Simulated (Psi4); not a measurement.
**BHBr (SMILES [BH]Br) at UPBE/aug-cc-pVDZ (sweep point 8)**

Aim: the vertical doublet–quartet gap of BHBr at UPBE/aug-cc-pVDZ (sweep point 8), from 2 runs. 

Program for the calculation: Psi4 1.11.

4 further runs of the same task are left out: 4 set aside as unsound or not needed.

## 1. The structure to begin with

The species is BHBr (3 atoms), meant as a doublet with charge 0. SMILES: `[BH]Br`. The coordinates come from a PBE0-D4/def2-TZVP relaxation.

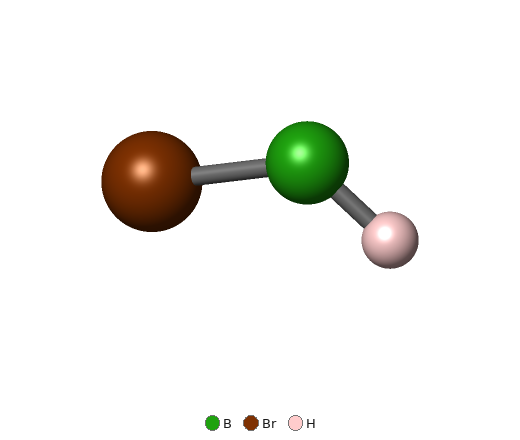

The structure, seen from a chosen angle (boron green, bromine brown, hydrogen pink).

## 2. A single-point energy at UPBE/aug-cc-pVDZ (sweep point 8)

bbrh.in

```
memory 1600 MB

molecule m {
  0 2
  B     -0.17857912    -0.98832676    -0.21864131
  Br     2.23176655     1.06429375     1.34132760
  H     -2.07378545    -0.19842124    -1.14763068
  units au
  symmetry c1
}

set basis aug-cc-pVDZ
set reference uks
set puream true
set scf_type pk
set dft_radial_points 250
set dft_spherical_points 1202
set maxiter 150

result = energy('pbe')
print_variables()
```

Run with:

```sh
psi4 -n 1 bbrh.in bbrh.out
```

bbrh.out:

```text
[...]
  Running in c1 symmetry.
[...]
  Nuclear repulsion =   58.623728489698934
[...]
  Multiplicity = 2
[...]
  Nalpha       = 21
  Nbeta        = 20
[...]
    Number of basis functions: 68
[...]
   @UKS iter   1: -2598.90280320256716   -1.36270e+00   9.90836e-03 DIIS/ADIIS
[...]
   @UKS iter   9: -2599.08843468490295   -2.55532e-08   3.86582e-07 DIIS
[...]
   @S^2 Observed:                7.529467721E-01
[...]
    Orbital Energies [Eh]
    ---------------------
    Alpha Occupied:
       1A   -481.059870     2A    -61.870507     3A    -55.784496
       4A    -55.783154     5A    -55.782236     6A     -8.456780
       7A     -6.594340     8A     -6.330317     9A     -6.325299
      10A     -6.321976    11A     -2.529971    12A     -2.528776
      13A     -2.526385    14A     -2.522577    15A     -2.522316
      16A     -0.750780    17A     -0.460379    18A     -0.363098
      19A     -0.311538    20A     -0.303047    21A     -0.180537
    Alpha Virtual:
      22A     -0.120513    23A     -0.009947    24A     -0.000670
      25A      0.019189    26A      0.025385    27A      0.039661
[...]
  @UKS Final Energy: -2599.08843468490295
   => Energetics <=
    Nuclear Repulsion Energy =             58.6237284896989337
    One-Electron Energy =               -3730.4921799858748273
    Two-Electron Energy =                1168.0001154635683633
    DFT Exchange-Correlation Energy =     -95.2200986522954622
    Empirical Dispersion Energy =           0.0000000000000000
    VV10 Nonlocal Energy =                  0.0000000000000000
    Total Energy =                      -2599.0884346849029498
[...]
 Multipole Moments:
 ------------------------------------------------------------------------------------
     Multipole            Electronic (a.u.)      Nuclear  (a.u.)        Total (a.u.)
 ------------------------------------------------------------------------------------
 L = 1.  Multiply by 2.5417464519 to convert [e a0] to [Debye]
 Dipole X            :          2.7721688           -2.8160972           -0.0439284
 Dipole Y            :          0.9770674           -0.7678435            0.2092239
 Dipole Z            :         -0.0000000            0.0000000           -0.0000000
 Magnitude           :                                                    0.2137857
[...]
```

It took 83 s on 1 thread of Intel Xeon Platinum 8175M at 2.50GHz (Skylake/Cascade Lake), shared host; peak memory 1.3 GiB.

## 3. The quartet at the same level

job.inp

```
memory 1600 mb

molecule {
  0 4
  B     -0.17857912    -0.98832676    -0.21864131
  Br     2.23176655     1.06429375     1.34132760
  H     -2.07378545    -0.19842124    -1.14763068
  units au
  symmetry c1
}

set globals {
  reference            uks
  puream               true
  scf_type             pk
  dft_radial_points    250
  dft_spherical_points 1202
  maxiter              150
}

energy("pbe/aug-cc-pVDZ")
```

Run with:

```sh
psi4 -i job.inp -o job.out -n 1
```

job.out:

```text
[...]
  Running in c1 symmetry.
[...]
  Nuclear repulsion =   58.623728489698934
[...]
  Multiplicity = 4
[...]
  Nalpha       = 22
  Nbeta        = 19
[...]
    Number of basis functions: 68
[...]
   @UKS iter   1: -2598.63632794091382   -1.09622e+00   1.03480e-02 ADIIS/DIIS
[...]
   @UKS iter  12: -2598.90870523000285   -9.48421e-09   1.64523e-07 DIIS
[...]
   @S^2 Observed:                3.752881591E+00
[...]
    Orbital Energies [Eh]
    ---------------------
    Alpha Occupied:
       1A   -481.123670     2A    -61.932518     3A    -55.849163
       4A    -55.845025     5A    -55.843255     6A     -8.518689
       7A     -6.537949     8A     -6.397652     9A     -6.386251
      10A     -6.379693    11A     -2.595938    12A     -2.594407
      13A     -2.589283    14A     -2.580707    15A     -2.580392
      16A     -0.803835    17A     -0.481238    18A     -0.387577
      19A     -0.366617    20A     -0.344583    21A     -0.173133
      22A     -0.124394
    Alpha Virtual:
      23A     -0.024466    24A     -0.006643    25A      0.013745
[...]
  @UKS Final Energy: -2598.90870523000285
   => Energetics <=
    Nuclear Repulsion Energy =             58.6237284896989337
    One-Electron Energy =               -3728.5044030310855305
    Two-Electron Energy =                1166.1812800287457321
    DFT Exchange-Correlation Energy =     -95.2093107173617881
    Empirical Dispersion Energy =           0.0000000000000000
    VV10 Nonlocal Energy =                  0.0000000000000000
    Total Energy =                      -2598.9087052300028517
[...]
 Multipole Moments:
 ------------------------------------------------------------------------------------
     Multipole            Electronic (a.u.)      Nuclear  (a.u.)        Total (a.u.)
 ------------------------------------------------------------------------------------
 L = 1.  Multiply by 2.5417464519 to convert [e a0] to [Debye]
 Dipole X            :          3.4098230           -2.8160972            0.5937257
 Dipole Y            :          1.4540441           -0.7678435            0.6862006
 Dipole Z            :          0.0000000            0.0000000            0.0000000
 Magnitude           :                                                    0.9074037
[...]
```

Run time: 1.7 min. Hardware: 1 thread of Intel Xeon Platinum 8175M at 2.50GHz (Skylake/Cascade Lake), shared host; peak memory 1.3 GiB.

## 4. Outcome

Level: UPBE/aug-cc-pVDZ (sweep point 8).

```
                                        quantity           value
                           doublet: total energy  -2599.08843 Eh
                          doublet: dipole moment          0.54 D
     doublet: HOMO energy (highest over α and β)        -4.91 eV
      doublet: LUMO energy (lowest over α and β)        -3.28 eV
                                   doublet: ⟨S²⟩           0.753
                           quartet: total energy  -2598.90871 Eh
                          quartet: dipole moment          2.31 D
     quartet: HOMO energy (highest over α and β)        -3.38 eV
                                   quartet: ⟨S²⟩           3.753
vertical energy of the quartet above the doublet        4.891 eV
```

What this shows: At this shape the quartet lies 4.89 eV (472 kJ/mol) above the doublet.
